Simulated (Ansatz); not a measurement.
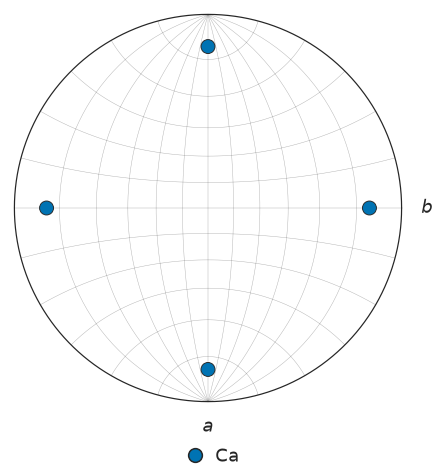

Crystal: LiCaO, the input geometry of an electronic-structure calculation (not necessarily at equilibrium); the starting structure was generated, so it need not be a known form of this composition. Directions from one oxygen atom at (1/2, 0, 0.947) to its bonded neighbours, in stereographic projection down c (filled: above the plane of the page or in it, open: below). All values are computed from the atomic coordinates in the standard setting (tolerance 0.002 Å).

Neighbours are counted up to 2.92 Å for Ca; other elements are left out.

```cif
data_structure
_symmetry_space_group_name_H-M 'P 1'
_symmetry_Int_Tables_number 1
_cell_length_a 4.4836
_cell_length_b 4.4836
_cell_length_c 7.7285
_cell_angle_alpha 90.000
_cell_angle_beta 90.000
_cell_angle_gamma 90.000
_cell_volume 155.36
loop_
_atom_site_label
_atom_site_type_symbol
_atom_site_fract_x
_atom_site_fract_y
_atom_site_fract_z
_atom_site_occupancy
Li1 Li 0.50000 0.50000 0.50000 1
Li2 Li 0.00000 0.00000 0.50000 1
Ca1 Ca 0.00000 0.00000 0.00000 1
Ca2 Ca 0.50000 0.50000 0.00000 1
O1 O 0.50000 0.00000 0.94704 1
O2 O 0.00000 0.50000 0.05296 1
```

How many neighbours are there, and at what angles?

4: 4 Ca at 2.28 Å. Angles between bonds: 88° (4×), 159° (2×).

What is the site's symmetry in the crystal?

Point group 4mm (C4v), order 8: one fourfold axis, four mirror planes. In No. 129, P4/nmm, origin choice 1 this is Wyckoff position 2c.
